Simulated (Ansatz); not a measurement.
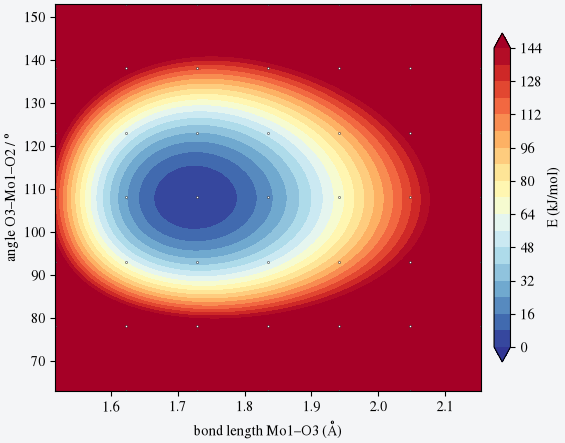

[MoO2S2]2-, charge −2. 
- The first coordinate is: bond length Mo1–O3; the second: angle O3–Mo1–O2.
- Nothing is relaxed (all other coordinates rigid).
- The grid has 7 × 7 points.
- Energies: kJ/mol, counted from the lowest grid point.
- These are results of Ansatz 0.2.0, RKS PBE0-D4/def2-SVPD, not measurements.

Drawn: filled contours, dots at the grid points, one colour for all values above the top of the scale. Between grid points the surface is interpolated.

Where is the minimum, and how stiff is the well along each coordinate?

The interpolated minimum is at bond length Mo1–O3 ≈ 1.722 Å, angle O3–Mo1–O2 ≈ 108°. The curvatures there are about 42 eV/Å² and 10 eV/rad², with a cross term of about 0 eV/(Å·rad). Round the minimum the two coordinates are nearly uncoupled. (1 eV is 96.5 kJ/mol.)
